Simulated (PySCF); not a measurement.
P4SSe2

The calculation's input:

```
{"job": {"kind": "uv", "xc": "wB97X-D", "basis": "def2-SVPD", "ip": false, "nstates": 10}, "charge": 0, "multiplicity": 1}
P      1.340409     1.111696    -0.440449
S      0.303724     0.122795    -1.997822
P     -1.138608    -1.069624    -1.006853
P     -1.654941     0.074730     0.861725
Se    -0.421110     1.945466     0.702137
P     -0.183488    -1.621096     0.953443
Se     1.845875    -0.665977     0.859280
```

Run with:

```sh
OMP_NUM_THREADS=1 python probes_run.py task.json out
```

Geometry: PBE0-D3(BJ)/def2-SVP.

Level of theory: wB97X-D/def2-SVPD, SCF density, gas phase (PySCF 2.14.0).

What will maps of the electron density and electron localisation function show?

P–Se (2.24 Å): ρ is about 0.75 e/Å³ halfway; the ELF peaks at about 0.85 between the atoms; a covalent bond.
P–P (2.25 Å): ρ at the midpoint is about 0.71 e/Å³; the ELF peaks at about 0.85 between the atoms, as expected for a shared electron pair.

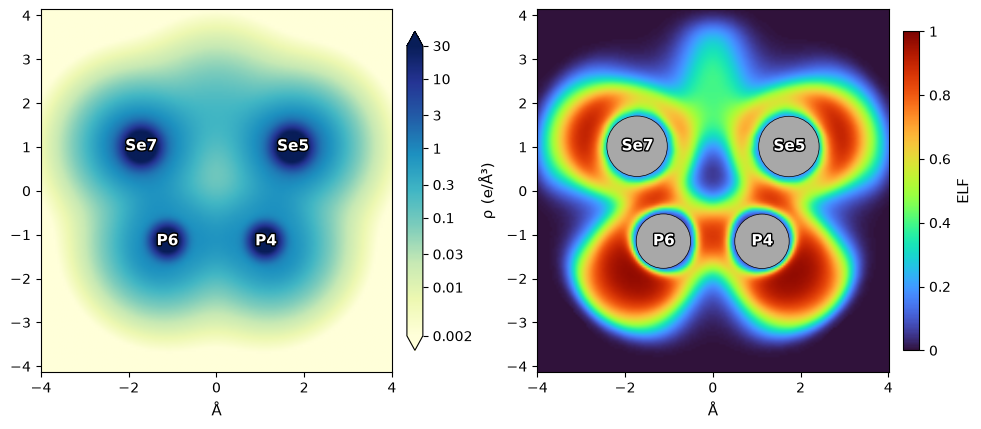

Computed electron density and electron localisation function on the plane of atoms P4, P6 and Se7, in this order. Grey discs cover the atomic cores in the ELF map. 
